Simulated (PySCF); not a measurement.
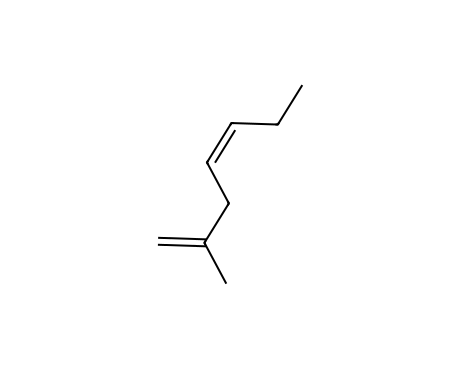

Skeletal drawing of a molecule.

**Write the SMILES.**

C=C(C)C/C=C\CC

**What is the molecular formula?**

C8H14.

**An optimisation with PBE0-D3(BJ)/def2-SVP gave a structure of which point group?**

C1. Other conformers may differ.

More results for the same structure follow; atom numbers are the same in all pictures, views and colours differ. Computed geometry: PBE0-D3(BJ)/def2-SVP optimisation. No frequency run is at hand to confirm it as a minimum.

### Electronic properties

No frequency run is at hand to confirm it as a minimum. Properties computed with PBE0/pcSseg-1 in tetrahydrofuran (IEF-PCM) (PySCF 2.14.0).

Computed properties:

- dipole moment: 0.95 D
- HOMO energy (Kohn–Sham orbital): −7.03 eV
- LUMO energy (Kohn–Sham orbital): 0.11 eV
- HOMO–LUMO gap: 7.14 eV

### Bond orders

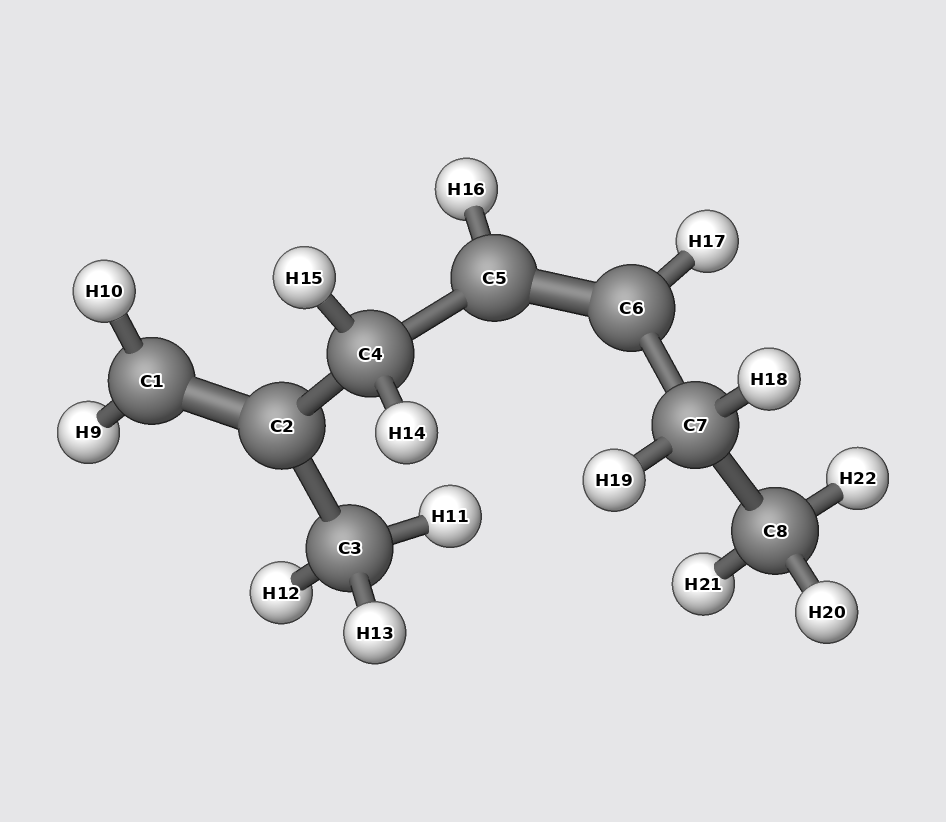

The thickness of each stick grows with its Mayer bond order. No frequency run is at hand to confirm it as a minimum. Level of theory: PBE0/pcSseg-1 in chloroform (IEF-PCM) (PySCF 2.14.0).

List the Mayer bond orders of C1–C2, C2–C3, C2–C4, C4–C5, C5–C6, C6–C7, C7–C8 (bonds between heavy atoms, one of each equivalent set).

```csv
bond,Mayer order,length (Å)
C1–C2,1.97,1.338
C2–C3,1.05,1.499
C2–C4,1.03,1.512
C4–C5,1.02,1.502
C5–C6,1.94,1.339
C6–C7,1.03,1.497
C7–C8,1.04,1.527
```

### NMR shielding

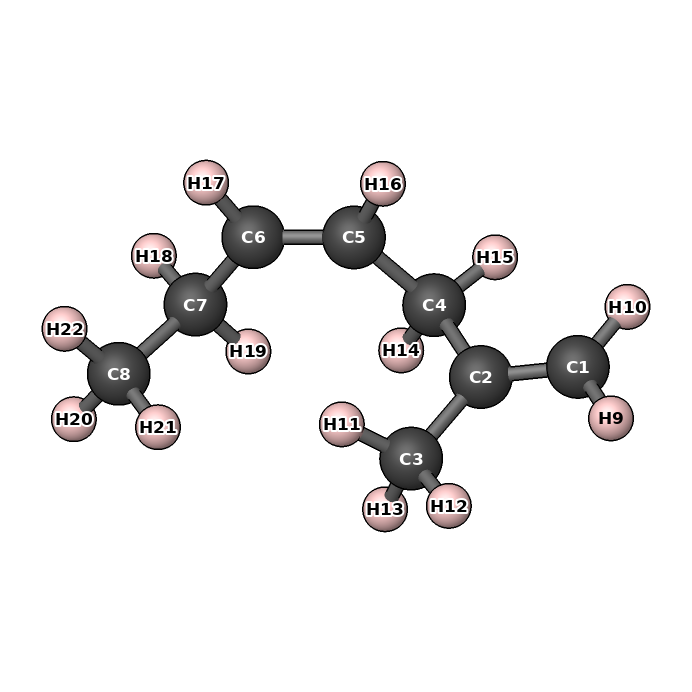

No frequency run is at hand to confirm it as a minimum. Level of theory: GIAO PBE0/pcSseg-1 NMR shielding, non-relativistic, IEF-PCM chloroform (PySCF 2.14.0). Principal shieldings σ11 ≤ σ22 ≤ σ33, span Ω = σ33 − σ11, skew κ = 3(σiso − σ22)/Ω.

**Which C atom has the most anisotropic shielding?**

C2, with a span of 257 ppm.

Give the shielding tensors of the C atoms.

| atom | σ11 | σ22 | σ33 | σiso | Ω | κ |
| --- | --- | --- | --- | --- | --- | --- |
| C1 | −35.7 | 97.1 | 137.5 | 66.3 | 173.2 | −0.53 |
| C2 | −97.9 | 26.6 | 158.6 | 29.1 | 256.5 | 0.03 |
| C3 | 144.4 | 154.9 | 183.9 | 161.0 | 39.5 | 0.47 |
| C4 | 123.7 | 138.9 | 171.8 | 144.8 | 48.1 | 0.37 |
| C5 | −61.3 | 60.2 | 144.0 | 47.7 | 205.3 | −0.18 |
| C6 | −73.6 | 53.5 | 146.4 | 42.1 | 219.9 | −0.16 |
| C7 | 144.9 | 167.4 | 170.4 | 160.9 | 25.4 | −0.77 |
| C8 | 158.1 | 163.6 | 184.5 | 168.7 | 26.4 | 0.59 |

Shieldings and span in ppm.

### Charges

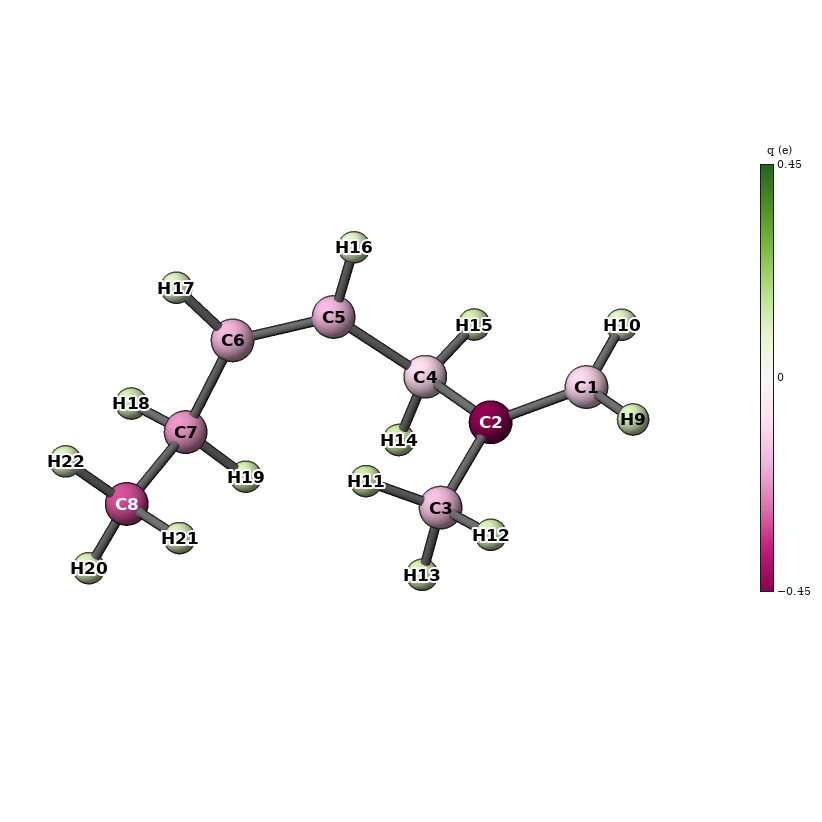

Atoms are coloured by their Mulliken charges. No frequency run is at hand to confirm it as a minimum. Properties computed with PBE0/pcSseg-1 in chloroform (IEF-PCM) (PySCF 2.14.0).

**Which atom carries the highest charge (most positive or least negative)?**

H11, H14, H18 (0.14 e).

**And the lowest?**

C2 (−0.45 e).

List the Mulliken charges.

```tsv
atom	value (e)
C1	−0.11
C2	−0.45
C3	−0.17
C4	−0.10
C5	−0.18
C6	−0.19
C7	−0.23
C8	−0.31
H9	0.11
H10	0.11
H11	0.14
H12	0.12
H13	0.13
H14	0.14
H15	0.13
H16	0.11
H17	0.11
H18	0.14
H19	0.13
H20	0.12
H21	0.12
H22	0.12
```

Mulliken values depend strongly on the basis set and can even reverse the polarity of a bond.
